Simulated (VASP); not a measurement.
# A VASP study of BiRh (rev-vdW-DF2): structure first, properties next

Wanted: the relaxed cell of BiRh and its properties. The steps: relaxing cell and atoms (rev-vdW-DF2), second relaxation, single point with fields (rev-vdW-DF2), band structure (rev-vdW-DF2), density of states (rev-vdW-DF2), field gradients at the nuclei (rev-vdW-DF2), optical spectrum (rev-vdW-DF2) and band structure (rev-vdW-DF2), changed input. The start is a cell from a database of measured crystal structures.

Main program and level: VASP 6.6.1; rev-vdW-DF2; plane waves and PAW (Bi_d, Rh_pv).

### 1. The starting structure

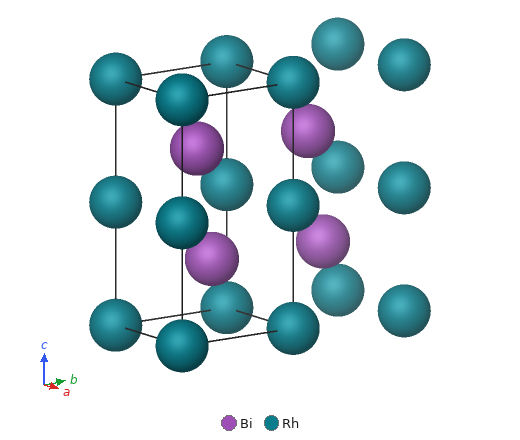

Start, viewed slightly off an axis; bismuth purple, rhodium blue. 1×2×1 cells are drawn. Some periodic images of atoms are drawn too.

Coordinates:

```xyz
4
Lattice="4.0940 0.0000 0.0000 -2.0470 3.5455 0.0000 0.0000 0.0000 5.6630" Properties=species:S:1:pos:R:3 pbc="T T T"
Bi    0.0000    2.3637    1.4158
Bi    2.0470    1.1818    4.2473
Rh    0.0000    0.0000    0.0000
Rh    0.0000    0.0000    2.8315
```

### 2. Relaxing cell and atoms (rev-vdW-DF2)

The start need not lie at this functional's minimum. ISIF = 3 frees volume, shape and positions, and EDIFFG sets the threshold on forces and stress at which the search stops. rev-vdW-DF2 revises the exchange of vdW-DF2 for solids. LUSE_VDW switches on a nonlocal correlation term for dispersion.

INCAR reads:

```
SYSTEM = BiRh
PREC = Accurate
ENCUT = 400
EDIFF = 1E-06
NELM = 100
ISMEAR = 1
SIGMA = 0.2
LREAL = .FALSE.
ALGO = Normal
GGA = MK
AGGAC = 0
LUSE_VDW = .TRUE.
PARAM1 = 0.1234
PARAM2 = 0.711357
ZAB_VDW = -1.8867
LASPH = .TRUE.
NBANDS = 37
LORBIT = 11
LWAVE = .FALSE.
LCHARG = .FALSE.
KPAR = 4
IBRION = 2
NSW = 60
ISIF = 3
EDIFFG = -0.01
```

POSCAR reads:

```
BiRh
1.0
    4.0940000000      0.0000000000      0.0000000000
   -2.0470000000      3.5455080031      0.0000000000
    0.0000000000      0.0000000000      5.6630000000
Bi Rh
2 2
Direct
    0.3333333333      0.6666666667      0.2500000000
    0.6666666667      0.3333333333      0.7500000000
    0.0000000000      0.0000000000      0.0000000000
    0.0000000000      0.0000000000      0.5000000000
```

KPOINTS reads:

```
Automatic mesh
0
Gamma
6 6 4
0 0 0
```

Potentials, in the order of the species: Bi_d and Rh_pv (PBE family, release 64).

Started as:

```bash
$ mpirun -np 4 vasp_std
```

What it wrote:

```text
[banner, memory and clock lines left out]
running    4 mpi-ranks, on    1 nodes
 distrk:  each k-point on    1 cores,    4 groups
 distr:  one band on    1 cores,    1 groups

 POSCAR found type information on POSCAR BiRh
 POSCAR found :  2 types and       4 ions
|                                                                             |
|               ----> ADVICE to this user running VASP <----                  |
|                                                                             |
|     You have switched on vdW-DFT.                                           |
|     This routine was written and supplied by Jiri Klimes. We recommend      |
|     that you carefully read and cite the following publications:            |
|       J. Klimes, D.R. Bowler, A. Michelides                                 |
|          J. Phys.: Cond Matt. 22 022201 (2010)                              |
|       J. Klimes, D.R. Bowler, A. Michelides                                 |
|          Phys. Rev. B. 83, 195131 (2011)                                    |
|     and references therein.                                                 |
|                                                                             |

|                                                                             |
|               ----> ADVICE to this user running VASP <----                  |
|                                                                             |
|     You enforced a specific xc type in the INCAR file but a different       |
|     [... a line on the potential file left out ...]
|     I HOPE YOU KNOW WHAT YOU ARE DOING!                                     |
|                                                                             |

 LDA part: xc-table for (Slater+PW92), standard interpolation
 POSCAR, INCAR and KPOINTS ok, starting setup
 FFT: planning ... GRIDC
 FFT: planning ... GRID_SOFT
 FFT: planning ... GRID
 WAVECAR not read
 entering main loop
       N       E                     dE             d eps       ncg     rms          rms(c)
DAV:   1     0.717865180972E+03    0.71787E+03   -0.29306E+04  1610   0.177E+03
DAV:   2     0.483076398053E+02   -0.66956E+03   -0.65435E+03  1593   0.547E+02
DAV:   3    -0.932964796875E+01   -0.57637E+02   -0.55827E+02  1751   0.172E+02
DAV:   4    -0.115165618827E+02   -0.21869E+01   -0.21776E+01  1788   0.348E+01
DAV:   5    -0.116047664275E+02   -0.88205E-01   -0.88181E-01  2145   0.679E+00    0.876E+00
DAV:   6    -0.113550699946E+02    0.24970E+00   -0.32754E-01  1904   0.524E+00    0.454E+00
DAV:   7    -0.112882233219E+02    0.66847E-01   -0.18658E-01  1872   0.361E+00    0.101E+00
DAV:   8    -0.112831646019E+02    0.50587E-02   -0.33015E-02  1679   0.139E+00    0.295E-01
DAV:   9    -0.112823404350E+02    0.82417E-03   -0.79480E-03  1817   0.859E-01    0.727E-02
DAV:  10    -0.112823096912E+02    0.30744E-04   -0.35493E-04  1888   0.192E-01    0.305E-02
DAV:  11    -0.112823346559E+02   -0.24965E-04   -0.39342E-05  1977   0.438E-02    0.601E-03
DAV:  12    -0.112823344996E+02    0.15634E-06   -0.29606E-06  1440   0.130E-02
   1 F= -.11282334E+02 E0= -.11282255E+02  d E =-.112823E+02
 curvature:   0.00 expect dE= 0.000E+00 dE for cont linesearch  0.000E+00
 trial: gam= 0.00000 g(F)=  0.462E-46 g(S)=  0.121E+00 ort = 0.000E+00 (trialstep = 0.100E+01)
 search vector abs. value=  0.121E+00
 bond charge predicted
       N       E                     dE             d eps       ncg     rms          rms(c)
DAV:   1    -0.167099098172E+02   -0.54276E+01   -0.96767E+01  1756   0.108E+02    0.167E+01
DAV:   2    -0.132938772141E+02    0.34160E+01   -0.41806E+01  1629   0.444E+01    0.881E+00
DAV:   3    -0.113664022426E+02    0.19275E+01   -0.55620E+00  1644   0.181E+01    0.362E+00
DAV:   4    -0.112700913619E+02    0.96311E-01   -0.50530E-01  1906   0.581E+00    0.176E+00
DAV:   5    -0.112615248950E+02    0.85665E-02   -0.52926E-02  2037   0.201E+00    0.631E-01
DAV:   6    -0.112608224593E+02    0.70244E-03   -0.10672E-02  1793   0.789E-01    0.954E-02
DAV:   7    -0.112608984029E+02   -0.75944E-04   -0.69947E-04  1714   0.217E-01    0.386E-02
DAV:   8    -0.112608738054E+02    0.24598E-04   -0.58479E-05  1912   0.565E-02    0.118E-02
DAV:   9    -0.112608732447E+02    0.56076E-06   -0.16403E-05  1822   0.274E-02    0.247E-03
DAV:  10    -0.112608728280E+02    0.41662E-06   -0.73484E-07   909   0.697E-03
   2 F= -.11260873E+02 E0= -.11258725E+02  d E =0.214617E-01
[...]
3 F= -.11306793E+02 E0= -.11305890E+02  d E =-.244581E-01
[...]
4 F= -.11307715E+02 E0= -.11306723E+02  d E =-.922404E-03
 trial-energy change:   -0.000922  1 .order   -0.000913   -0.001353   -0.000473
 step:   1.3154(harm=  1.3579)  dis= 0.00000  next Energy=   -11.307832 (dE=-0.104E-02)
 bond charge predicted
       N       E                     dE             d eps       ncg     rms          rms(c)
DAV:   1    -0.113096668402E+02   -0.19519E-02   -0.73211E-02  1634   0.176E+00    0.247E-01
DAV:   2    -0.113083516136E+02    0.13152E-02   -0.23792E-03  1799   0.439E-01    0.133E-01
DAV:   3    -0.113079081823E+02    0.44343E-03   -0.97490E-04  1864   0.237E-01    0.543E-02
DAV:   4    -0.113078525338E+02    0.55648E-04   -0.23888E-04  1929   0.114E-01    0.141E-02
DAV:   5    -0.113078510912E+02    0.14427E-05   -0.20886E-05  1791   0.314E-02    0.498E-03
DAV:   6    -0.113078510368E+02    0.54360E-07   -0.21674E-06  1220   0.113E-02
   5 F= -.11307851E+02 E0= -.11306811E+02  d E =-.105840E-02
 curvature:  -0.68 expect dE=-0.114E-04 dE for cont linesearch -0.281E-05
 trial: gam=-0.05127 g(F)=  0.119E-46 g(S)=  0.168E-04 ort = 0.800E-04 (trialstep = 0.970E+00)
 search vector abs. value=  0.127E-04
 reached required accuracy - stopping structural energy minimisation
```

Wall time 5.9 min (4 MPI ranks of Intel Xeon Platinum 8259CL at 2.50GHz (Skylake/Cascade Lake), shared host); peak memory 1.6 GiB.

Lines that name or quote the potential files are left out of all logs, and their timing lines are given in words.

From OUTCAR (step 2):

```text
ion  position               nearest neighbor table
   1  0.333  0.667  0.250-   3 2.76   4 2.76   3 2.76   4 2.76   3 2.76   4 2.76   2 3.69   2 3.69
                             2 3.69   2 3.69   2 3.69   2 3.69
   2  0.667  0.333  0.750-   3 2.76   4 2.76   3 2.76   4 2.76   3 2.76   4 2.76   1 3.69   1 3.69
                             1 3.69   1 3.69   1 3.69   1 3.69
   3  0.000  0.000  0.000-   1 2.76   2 2.76   2 2.76   1 2.76   2 2.76   1 2.76   4 2.83   4 2.83

  LATTYP: Found a hexagonal cell.
 ALAT       =     4.0940000000
 C/A-ratio  =     1.3832437714

 Subroutine GETGRP returns: Found 24 space group operations
 (whereof 12 operations were pure point group operations)

The static configuration has the point symmetry D_3d.
 The point group associated with its full space group is D_6h.

 Found     21 irreducible k-points:

   k-points           NKPTS =     21   k-points in BZ     NKDIM =     21   number of bands    NBANDS=     37

   dimension x,y,z NGX =    28 NGY =   28 NGZ =   40
   dimension x,y,z NGXF=    56 NGYF=   56 NGZF=   80

   ENCUT  =  400.0 eV  29.40 Ry    5.42 a.u.   6.68  6.68  9.23*2*pi/ulx,y,z

   NELECT =      60.0000    total number of electrons

 k-points in reciprocal lattice and weights: Automatic mesh
   0.00000000  0.00000000  0.00000000       0.007
   0.16666667 -0.00000000  0.00000000       0.042
   0.33333333  0.00000000  0.00000000       0.042
   0.50000000 -0.00000000  0.00000000       0.021
   0.16666667  0.16666667  0.00000000       0.042
   0.33333333  0.16666667  0.00000000       0.083
   0.33333333  0.33333333  0.00000000       0.014
   0.00000000  0.00000000  0.25000000       0.014
   0.16666667 -0.00000000  0.25000000       0.083
[...]
0.33333333  0.16666667  0.50000000       0.083
   0.33333333  0.33333333  0.50000000       0.014

 average (electrostatic) potential at core
       1-101.3604       2-101.3604       3 -72.2844       4 -72.2844

 E-fermi :   9.5110

 k-point     1 :       0.0000    0.0000    0.0000
  band No.  band energies     occupation
    ...
     24       6.8611      2.00000
     25       7.5553      2.00000
     26       7.5553      2.00000
     27       8.5452      2.00000
     28       8.5452      2.00000
     29      10.7436     -0.00000
     30      10.7436     -0.00000
     31      10.8349     -0.00000
     32      12.6997     -0.00000
     33      12.8641     -0.00000
    ...

 k-point     2 :       0.1667   -0.0000    0.0000
  band No.  band energies     occupation
    ...
     25       7.1983      2.00000
     26       7.6415      2.00000
     27       8.4893      2.00000
     28       8.5547      2.00000
     29       9.1129      2.01649
     30      10.1855     -0.00002
     31      10.6329     -0.00000
     32      11.7252     -0.00000
     33      12.9206     -0.00000
     34      13.7801      0.00000
    ...

 k-point     3 :       0.3333    0.0000    0.0000
  band No.  band energies     occupation
    ...
     26       7.8221      2.00000
     27       8.0428      2.00000
     28       8.4121      2.00000
     29       8.5796      2.00000
     30       8.8845      2.00009
     31       9.7300     -0.06476
     32      10.1692     -0.00003
     33      12.5707     -0.00000
     34      14.2587      0.00000
     35      14.3980      0.00000
    ...

Total vdW correction in eV:      8.8329351

  Total       -0.0109992     -0.0109992     -0.0338926     -0.0000000      0.0000000      0.0000000
  in kB       -0.2086243     -0.2086243     -0.6428456     -0.0000000      0.0000000      0.0000000
  external PRESSURE =      -0.3533648 kB  Pullay stress =       0.0000000 kB

  energy-cutoff  :      400.00
  volume of cell :       84.47
      direct lattice vectors                 reciprocal lattice vectors
     4.143784657 -0.000000000 -0.000000000     0.241325282  0.139329216  0.000000000
    -2.071892328  3.588622781  0.000000000     0.000000000  0.278658433  0.000000000
    -0.000000000  0.000000000  5.680460741     0.000000000  0.000000000  0.176042058

 POSITION                                       TOTAL-FORCE (eV/Angst)
 -----------------------------------------------------------------------------------
     -0.00000      2.39242      1.42012         0.000000     -0.000000     -0.000000
      2.07189      1.19621      4.26035        -0.000000      0.000000      0.000000
      0.00000      0.00000      0.00000         0.000000     -0.000000      0.000000
     -0.00000      0.00000      2.84023         0.000000     -0.000000      0.000000
 -----------------------------------------------------------------------------------
    total drift:                               -0.000000      0.000000      0.000000

  FREE ENERGIE OF THE ION-ELECTRON SYSTEM (eV)
  ---------------------------------------------------
  free  energy   TOTEN  =       -11.3078510368 eV

  energy  without entropy=      -11.3047317231  energy(sigma->0) =      -11.30681127

Total vdW correction in eV:      8.8329277

 reached required accuracy - stopping structural energy minimisation

 total charge
# of ion       s       p       d       tot
------------------------------------------
    1        1.448   1.434   9.975  12.857
    2        1.448   1.434   9.975  12.857
    3        0.332   6.196   7.357  13.886
    4        0.332   6.196   7.357  13.886
--------------------------------------------------
tot          3.561  15.260  34.664  53.485

[... 3 further parts left out ...]
```

CONTCAR:

```
BiRh
   1.00000000000000
     4.1437846567110173   -0.0000000000000000   -0.0000000000000000
    -2.0718923283555086    3.5886227805306667    0.0000000000000000
    -0.0000000000000000    0.0000000000000000    5.6804607413052777
  Bi              Rh
     2     2
Direct
     0.3333333332999970    0.6666666667000030    0.2500000000000000
     0.6666666667000030    0.3333333332999970    0.7500000000000000
     0.0000000000000000    0.0000000000000000    0.0000000000000000
     0.0000000000000000    0.0000000000000000    0.5000000000000000
```

The k-mesh is coarse for a metal. The PAW data sets were made with PBE, which is usual practice but a small mismatch for other functionals. The run keeps the 24 symmetry operations of its start, so it cannot find a distortion of lower symmetry.

Relaxation path:

| step | energy less that of the first step (eV) | largest force (eV/Å) | pressure (GPa) | volume (Å³) |
| --- | --- | --- | --- | --- |
| 1 | 0.0000 | 0.0000 | 3.54 | 82.20 |
| 2 | 0.0215 | 0.0000 | -4.36 | 87.72 |
| 3 | -0.0245 | 0.0000 | -0.04 | 84.47 |
| 4 | -0.0254 | 0.0000 | -0.05 | 84.47 |
| 5 | -0.0255 | 0.0000 | -0.04 | 84.47 |

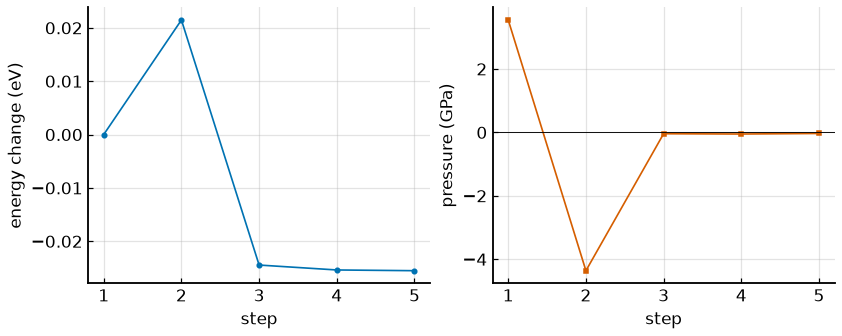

Energy and pressure along the relaxation.

| conventional cell, symmetrised | before | after | change |
| --- | --- | --- | --- |
| a (Å) | 4.094 | 4.144 | +1.2 % |
| b (Å) | 4.094 | 4.144 | +1.2 % |
| c (Å) | 5.663 | 5.680 | +0.3 % |
| volume (Å³/atom) | 20.55 | 21.12 | +2.8 % |

Final coordinates:

```
Bi Rh
1.0
     4.14378    0.00000    0.00000
    -2.07189    3.58862    0.00000
     0.00000    0.00000    5.68046
Bi Rh
2 2
Direct
  0.33333 0.66667 0.25000
  0.66667 0.33333 0.75000
  0.00000 0.00000 0.00000
  0.00000 0.00000 0.50000
```

This step gave:

```
electrons                       : 60
bands                           : 37
irreducible k-points            : 21
symmetry operations             : 24
free energy (TOTEN)             : -11.31 eV
energy at zero smearing         : -11.31 eV
Fermi energy                    : 9.511 eV
pressure                        : -0.03534 GPa
metallic                        : yes
SCF cycles over all ionic steps : 44
```

It ends with forces that vanish by symmetry and a pressure of -0.04 GPa. The volume lies +2.8 % from that of the database's start.

(Continued in part 2 of 5.)

[Lines on the potential files, build, host, timing and source positions are cut from VASP's logs without a mark.]

[Logs are printed without paths, hosts, clocks, repeated set-up lines and the standing remarks that a program may print on its own settings, such as how far it seeks lower states.]

[Hosts, paths, dates, database ids (printed as entryN), source tags and the programs' standing remarks are cut or masked in the printed files.]

[A measured line is paired with the nearest computed mode of its activity, which favours agreement.]
